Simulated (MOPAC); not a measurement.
# Run report: CH₄ClGeO (charge +1), geometry relaxation (part 2 of 2)

CH₄ClGeO, charge +1; AM1, closed shell (MOPAC 23.2.5). The starting geometry was optimised with AM1.

Geometry of the input (Å):
```
C  0.0755  1.2730  -0.0236
Ge -0.6522  -0.5424  0.1972
O  0.7390  -1.5514  0.8975
Cl -1.2614  -1.4764  -1.6119
H  0.4173  1.6426  0.9624
H  0.9348  1.2328  -0.7213
H  -0.7075  1.9415  -0.4284
H  0.5060  -2.4656  0.7792
```

### Trajectory as extended XYZ, continued
```
8
Properties=species:S:1:pos:R:3:forces:R:3 step=6 energy=4.87542
C     0.0275    1.3602    0.0787   -0.0475  -0.0397   0.0201
Ge   -0.4739   -0.5445    0.0301   -0.2791   0.2644  -0.5610
O     0.5958   -1.5704    1.0114    0.3077   0.1501   0.5757
Cl   -1.3887   -1.5488   -1.5720   -0.1566  -0.0809   0.0799
H     0.3941    1.7168    1.0595   -0.1336  -0.0016   0.1902
H     0.8904    1.3156   -0.6084    0.3098   0.3516  -0.2968
H    -0.7555    2.0378   -0.3163   -0.0006  -0.0195   0.0638
H     0.5988   -2.4961    0.8315   -0.0001  -0.6244  -0.0719
8
Properties=species:S:1:pos:R:3:forces:R:3 step=10 energy=4.77735
C     0.0392    1.3940    0.0954   -0.1240   0.0960   0.1193
Ge   -0.4126   -0.5537   -0.0457    0.2352   0.2221   0.0720
O     0.5502   -1.5843    1.0758    0.0394   0.0796  -0.0035
Cl   -1.4430   -1.5763   -1.5554   -0.0826  -0.0873  -0.0075
H     0.3483    1.6936    1.1244   -0.0015  -0.2249  -0.1308
H     0.8915    1.5125   -0.6038    0.1001   0.1348   0.0043
H    -0.7893    2.0667   -0.2169   -0.0183  -0.1887  -0.0358
H     0.6211   -2.5193    0.8924   -0.1482  -0.0316  -0.0180
8
Properties=species:S:1:pos:R:3:forces:R:3 step=13 energy=4.74857
C     0.0461    1.3986    0.0975    0.0283   0.0705  -0.0193
Ge   -0.3721   -0.5430   -0.0819    0.1823  -0.0768  -0.1036
O     0.5199   -1.5851    1.0889    0.0903   0.1381  -0.0269
Cl   -1.4713   -1.5978   -1.5357    0.0362   0.0314   0.0897
H     0.3214    1.5991    1.1556   -0.0359   0.0236  -0.0322
H     0.9066    1.6816   -0.5533   -0.0670  -0.1535   0.0694
H    -0.8218    2.0219   -0.2022   -0.0411  -0.0490   0.0703
H     0.5870   -2.5250    0.9270   -0.1931   0.0156  -0.0475
8
Properties=species:S:1:pos:R:3:forces:R:3 step=16 energy=4.73477
C     0.0392    1.3910    0.1125    0.0502  -0.0209   0.0164
Ge   -0.3515   -0.5393   -0.1061    0.0184  -0.0196  -0.0234
O     0.5131   -1.5658    1.0933    0.1115  -0.0433  -0.0674
Cl   -1.4799   -1.6043   -1.5226    0.0087  -0.0142   0.0027
H     0.3130    1.5870    1.1713   -0.0411   0.0306   0.0074
H     0.9095    1.6517   -0.5291   -0.0608   0.0398  -0.0104
H    -0.8391    2.0012   -0.1777    0.0178   0.0458   0.0044
H     0.5356   -2.5065    0.9214   -0.1046  -0.0182   0.0704
8
Properties=species:S:1:pos:R:3:forces:R:3 step=19 energy=4.72399
C     0.0376    1.3915    0.1323   -0.0826  -0.0484  -0.0094
Ge   -0.3247   -0.5417   -0.1383    0.0139   0.0019   0.0347
O     0.5297   -1.5510    1.0792    0.0168  -0.0865   0.0368
Cl   -1.4982   -1.6138   -1.5134    0.0114  -0.0070   0.0062
H     0.2828    1.5654    1.2005    0.0349   0.0062   0.0312
H     0.8987    1.6955   -0.4954    0.0728   0.0427  -0.0384
H    -0.8513    1.9885   -0.1489   -0.0494   0.0635  -0.0266
H     0.4100   -2.4996    1.0362   -0.0179   0.0275  -0.0344
8
Properties=species:S:1:pos:R:3:forces:R:3 step=23 energy=4.72196
C     0.0317    1.3956    0.1216    0.0134   0.0282   0.0099
Ge   -0.3299   -0.5414   -0.1253    0.0304  -0.0087   0.0217
O     0.5333   -1.5647    1.0806   -0.0381  -0.0502  -0.0451
Cl   -1.4918   -1.6091   -1.5157    0.0230   0.0050   0.0337
H     0.2879    1.5758    1.1879   -0.0170   0.0101  -0.0077
H     0.8991    1.6916   -0.5069   -0.0152   0.0005  -0.0138
H    -0.8503    2.0054   -0.1636    0.0104  -0.0243   0.0043
H     0.4153   -2.5123    1.0100   -0.0069   0.0393  -0.0030
8
Properties=species:S:1:pos:R:3:forces:R:3 step=26 energy=4.72067
C     0.0279    1.4075    0.1181    0.0174  -0.0289  -0.0100
Ge   -0.3235   -0.5357   -0.1236    0.0032  -0.0142   0.0092
O     0.5245   -1.5846    1.0703   -0.0096  -0.0023  -0.0021
Cl   -1.4844   -1.6130   -1.5033   -0.0052   0.0032  -0.0051
H     0.2801    1.5884    1.1838    0.0101   0.0318   0.0209
H     0.8931    1.7007   -0.5144   -0.0115   0.0170   0.0027
H    -0.8569    2.0118   -0.1681   -0.0025  -0.0199  -0.0071
H     0.3853   -2.5282    0.9909   -0.0020   0.0133  -0.0085
8
Properties=species:S:1:pos:R:3:forces:R:3 step=29 energy=4.72030
C     0.0277    1.4097    0.1175    0.0058  -0.0065   0.0001
Ge   -0.3206   -0.5344   -0.1224    0.0006  -0.0019   0.0032
O     0.5218   -1.5912    1.0683   -0.0125  -0.0173  -0.0051
Cl   -1.4831   -1.6136   -1.5002   -0.0016   0.0126  -0.0029
H     0.2781    1.6021    1.1822    0.0034   0.0056   0.0045
H     0.8896    1.7089   -0.5159    0.0093   0.0026  -0.0057
H    -0.8607    2.0062   -0.1736   -0.0162  -0.0107  -0.0019
H     0.3741   -2.5330    0.9803    0.0112   0.0156   0.0079
8
Properties=species:S:1:pos:R:3:forces:R:3 step=32 energy=4.72018
C     0.0288    1.4084    0.1170    0.0005   0.0004  -0.0008
Ge   -0.3219   -0.5356   -0.1210    0.0088   0.0043   0.0008
O     0.5219   -1.5901    1.0702    0.0024  -0.0049   0.0016
Cl   -1.4837   -1.6114   -1.5024    0.0012   0.0112   0.0011
H     0.2802    1.6057    1.1808   -0.0018  -0.0041  -0.0008
H     0.8902    1.7085   -0.5174   -0.0043  -0.0040  -0.0044
H    -0.8625    2.0004   -0.1750   -0.0046  -0.0023  -0.0009
H     0.3840   -2.5328    0.9807   -0.0023  -0.0006   0.0034
8
Properties=species:S:1:pos:R:3:forces:R:3 step=36 energy=4.72008
C     0.0267    1.4080    0.1145    0.0035  -0.0029  -0.0017
Ge   -0.3201   -0.5369   -0.1193    0.0081   0.0000   0.0010
O     0.5227   -1.5928    1.0717    0.0003   0.0035   0.0020
Cl   -1.4838   -1.6069   -1.5030    0.0003   0.0051   0.0005
H     0.2789    1.6087    1.1774   -0.0011  -0.0017  -0.0012
H     0.8866    1.7083   -0.5220   -0.0127  -0.0008   0.0001
H    -0.8676    1.9957   -0.1776    0.0039   0.0004  -0.0005
H     0.3827   -2.5352    0.9835   -0.0023  -0.0036  -0.0002
8
Properties=species:S:1:pos:R:3:forces:R:3 step=39 energy=4.72003
C     0.0242    1.4071    0.1122   -0.0006   0.0003   0.0002
Ge   -0.3169   -0.5382   -0.1185    0.0000  -0.0004  -0.0002
O     0.5229   -1.5953    1.0739    0.0001   0.0011  -0.0002
Cl   -1.4845   -1.6022   -1.5032    0.0011  -0.0009  -0.0006
H     0.2769    1.6104    1.1744    0.0030   0.0000   0.0001
H     0.8811    1.7100   -0.5267   -0.0023   0.0005  -0.0001
H    -0.8723    1.9917   -0.1795    0.0002  -0.0001   0.0006
H     0.3805   -2.5374    0.9863   -0.0014  -0.0005   0.0002
8
Properties=species:S:1:pos:R:3:forces:R:3 step=42 energy=4.72004
C     0.0243    1.4069    0.1120   -0.0019   0.0012   0.0016
Ge   -0.3173   -0.5383   -0.1182    0.0002   0.0000  -0.0011
O     0.5227   -1.5951    1.0741    0.0015   0.0041   0.0001
Cl   -1.4843   -1.6021   -1.5034    0.0010  -0.0013  -0.0007
H     0.2775    1.6104    1.1741    0.0028   0.0000   0.0001
H     0.8811    1.7096   -0.5272   -0.0023   0.0003  -0.0008
H    -0.8722    1.9917   -0.1793    0.0011  -0.0003   0.0006
H     0.3821   -2.5373    0.9854   -0.0024  -0.0041   0.0002
8
Properties=species:S:1:pos:R:3:forces:R:3 step=45 energy=4.72003
C     0.0240    1.4073    0.1123   -0.0003   0.0001  -0.0005
Ge   -0.3164   -0.5382   -0.1188   -0.0012  -0.0003   0.0005
O     0.5228   -1.5955    1.0738   -0.0021  -0.0003   0.0005
Cl   -1.4845   -1.6023   -1.5030    0.0013  -0.0004  -0.0006
H     0.2773    1.6105    1.1744    0.0032  -0.0005   0.0001
H     0.8802    1.7108   -0.5272   -0.0008   0.0003  -0.0002
H    -0.8730    1.9914   -0.1787   -0.0013   0.0001   0.0007
H     0.3782   -2.5375    0.9872    0.0011   0.0011  -0.0005
8
Properties=species:S:1:pos:R:3:forces:R:3 step=49 energy=4.72002
C     0.0240    1.4073    0.1124    0.0003  -0.0005  -0.0009
Ge   -0.3164   -0.5382   -0.1188   -0.0008  -0.0005   0.0007
O     0.5226   -1.5955    1.0739   -0.0018  -0.0004   0.0000
Cl   -1.4842   -1.6024   -1.5032    0.0013  -0.0001  -0.0003
H     0.2792    1.6103    1.1741    0.0031  -0.0007   0.0000
H     0.8790    1.7111   -0.5286   -0.0002   0.0007  -0.0004
H    -0.8734    1.9915   -0.1769   -0.0023   0.0001   0.0010
H     0.3776   -2.5374    0.9877    0.0003   0.0014  -0.0001
8
Properties=species:S:1:pos:R:3:forces:R:3 step=52 energy=4.71985
C     0.0257    1.4074    0.1124    0.0071   0.0119  -0.0053
Ge   -0.3182   -0.5377   -0.1180    0.0003  -0.0029   0.0034
O     0.5141   -1.5945    1.0799   -0.0031  -0.0176  -0.0047
Cl   -1.4774   -1.6039   -1.5082    0.0013   0.0015  -0.0001
H     0.3293    1.6039    1.1630   -0.0017  -0.0035  -0.0188
H     0.8485    1.7185   -0.5671   -0.0141  -0.0019   0.0152
H    -0.8863    1.9908   -0.1311    0.0094  -0.0087   0.0071
H     0.3730   -2.5372    0.9906    0.0008   0.0212   0.0032
8
Properties=species:S:1:pos:R:3:forces:R:3 step=55 energy=4.71952
C     0.0275    1.4061    0.1109   -0.0072  -0.0033   0.0081
Ge   -0.3182   -0.5386   -0.1179   -0.0012   0.0106  -0.0068
O     0.5012   -1.5921    1.0909    0.0094   0.0305   0.0105
Cl   -1.4674   -1.6033   -1.5170   -0.0023  -0.0047  -0.0032
H     0.4121    1.5900    1.1362   -0.0009   0.0018   0.0056
H     0.7889    1.7374   -0.6263    0.0021   0.0035  -0.0147
H    -0.9078    1.9815   -0.0489    0.0060  -0.0003   0.0035
H     0.3575   -2.5334    1.0067   -0.0059  -0.0381  -0.0029
8
Properties=species:S:1:pos:R:3:forces:R:3 step=58 energy=4.71961
C     0.0278    1.4068    0.1123   -0.0086  -0.0247  -0.0097
Ge   -0.3170   -0.5377   -0.1201    0.0023  -0.0105   0.0058
O     0.5020   -1.5920    1.0893   -0.0025   0.0053  -0.0055
Cl   -1.4698   -1.6055   -1.5145    0.0026   0.0020  -0.0008
H     0.3974    1.5901    1.1420    0.0208   0.0051   0.0438
H     0.7985    1.7384   -0.6144    0.0209   0.0040  -0.0248
H    -0.9035    1.9831   -0.0590   -0.0340   0.0170  -0.0079
H     0.3575   -2.5341    1.0048   -0.0015   0.0018  -0.0009
8
Properties=species:S:1:pos:R:3:forces:R:3 step=62 energy=4.71952
C     0.0279    1.4070    0.1120   -0.0077  -0.0163  -0.0060
Ge   -0.3172   -0.5377   -0.1195    0.0013  -0.0093   0.0059
O     0.5001   -1.5924    1.0907   -0.0029   0.0051  -0.0054
Cl   -1.4679   -1.6054   -1.5157    0.0026   0.0022  -0.0002
H     0.4100    1.5898    1.1377    0.0142   0.0026   0.0266
H     0.7892    1.7398   -0.6243    0.0139   0.0041  -0.0165
H    -0.9064    1.9826   -0.0476   -0.0204   0.0092  -0.0039
H     0.3552   -2.5345    1.0058   -0.0010   0.0024  -0.0006
8
Properties=species:S:1:pos:R:3:forces:R:3 step=65 energy=4.71960
C     0.0290    1.4056    0.1110    0.0136   0.0550   0.0169
Ge   -0.3187   -0.5385   -0.1182   -0.0004   0.0102  -0.0076
O     0.4932   -1.5903    1.0971    0.0017   0.0013   0.0077
Cl   -1.4610   -1.6046   -1.5221   -0.0012  -0.0028  -0.0008
H     0.4625    1.5821    1.1207   -0.0344  -0.0054  -0.0790
H     0.7524    1.7482   -0.6621   -0.0526  -0.0154   0.0518
H    -0.9180    1.9778    0.0023    0.0729  -0.0329   0.0113
H     0.3468   -2.5321    1.0149    0.0005  -0.0100  -0.0003
8
Properties=species:S:1:pos:R:3:forces:R:3 step=68 energy=4.71949
C     0.0277    1.4065    0.1118    0.0136   0.0061  -0.0109
Ge   -0.3177   -0.5382   -0.1187   -0.0029   0.0103  -0.0044
O     0.5003   -1.5921    1.0907    0.0031  -0.0102   0.0060
Cl   -1.4673   -1.6047   -1.5163   -0.0008  -0.0018  -0.0028
H     0.4125    1.5902    1.1372    0.0012  -0.0014  -0.0011
H     0.7883    1.7391   -0.6270   -0.0108  -0.0065   0.0100
H    -0.9071    1.9826   -0.0471   -0.0042  -0.0001   0.0019
H     0.3555   -2.5342    1.0058    0.0009   0.0035   0.0014
8
Properties=species:S:1:pos:R:3:forces:R:3 step=71 energy=4.71960
C     0.0272    1.4060    0.1128    0.0427   0.0173  -0.0256
Ge   -0.3151   -0.5384   -0.1216   -0.0146   0.0299  -0.0113
O     0.4995   -1.5906    1.0905    0.0134  -0.0241   0.0175
Cl   -1.4694   -1.6054   -1.5145   -0.0018  -0.0055  -0.0092
H     0.4063    1.5870    1.1407    0.0040  -0.0003   0.0031
H     0.7919    1.7437   -0.6208   -0.0321  -0.0222   0.0269
H    -0.9070    1.9818   -0.0486   -0.0136   0.0017  -0.0034
H     0.3529   -2.5326    1.0083    0.0020   0.0032   0.0020
8
Properties=species:S:1:pos:R:3:forces:R:3 step=75 energy=4.71948
C     0.0275    1.4068    0.1109    0.0004  -0.0062   0.0039
Ge   -0.3180   -0.5382   -0.1177   -0.0025  -0.0003   0.0008
O     0.4995   -1.5931    1.0918    0.0028   0.0065  -0.0016
Cl   -1.4664   -1.6039   -1.5171    0.0017  -0.0002  -0.0004
H     0.4170    1.5910    1.1343    0.0036   0.0006   0.0036
H     0.7842    1.7383   -0.6314    0.0034   0.0029  -0.0067
H    -0.9082    1.9824   -0.0434   -0.0063   0.0016  -0.0001
H     0.3571   -2.5352    1.0044   -0.0030  -0.0048   0.0005
8
Properties=species:S:1:pos:R:3:forces:R:3 step=78 energy=4.71947
C     0.0280    1.4067    0.1118   -0.0013  -0.0059   0.0048
Ge   -0.3176   -0.5380   -0.1192   -0.0019  -0.0016   0.0017
O     0.4989   -1.5918    1.0919    0.0017   0.0059  -0.0019
Cl   -1.4669   -1.6052   -1.5169    0.0021   0.0007  -0.0005
H     0.4181    1.5886    1.1355    0.0025   0.0000   0.0029
H     0.7842    1.7398   -0.6300    0.0042   0.0039  -0.0073
H    -0.9080    1.9826   -0.0405   -0.0046   0.0012  -0.0004
H     0.3561   -2.5339    1.0061   -0.0027  -0.0040   0.0006
8
Properties=species:S:1:pos:R:3:forces:R:3 step=81 energy=4.71945
C     0.0278    1.4064    0.1112    0.0021   0.0026  -0.0070
Ge   -0.3179   -0.5383   -0.1181    0.0014   0.0037  -0.0032
O     0.4993   -1.5925    1.0920   -0.0020  -0.0048   0.0043
Cl   -1.4660   -1.6039   -1.5177   -0.0009  -0.0021  -0.0012
H     0.4223    1.5896    1.1330    0.0001  -0.0010  -0.0005
H     0.7800    1.7406   -0.6349   -0.0021  -0.0023   0.0047
H    -0.9097    1.9809   -0.0380   -0.0005   0.0004   0.0036
H     0.3536   -2.5345    1.0082    0.0019   0.0035  -0.0007
```

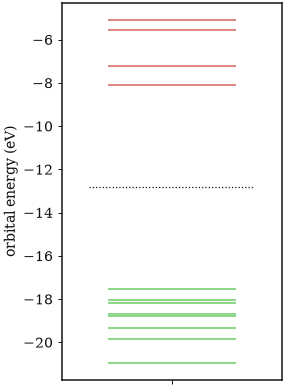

Figure 1. Orbital energies near the frontier; the dotted line parts filled from empty levels, and levels within 0.02 eV of each other stand side by side. Highest filled −17.54 eV, lowest empty −8.11 eV, 9.43 eV apart.

### Summary

- outcome: converged
- total energy: −35.016861 hartree
- dispersion energy: 0.000000 hartree
- heat of formation: 108.83 kcal/mol
- basis functions: 20
- largest force: 0.008 eV/Å
- HOMO: −17.54 eV
- LUMO: −8.11 eV
- peak memory: 0.072 GiB

Notes on the run: HEAT OF FORMATION IS ESSENTIALLY STATIONARY. MOPAC's energies along a path are heats of formation.
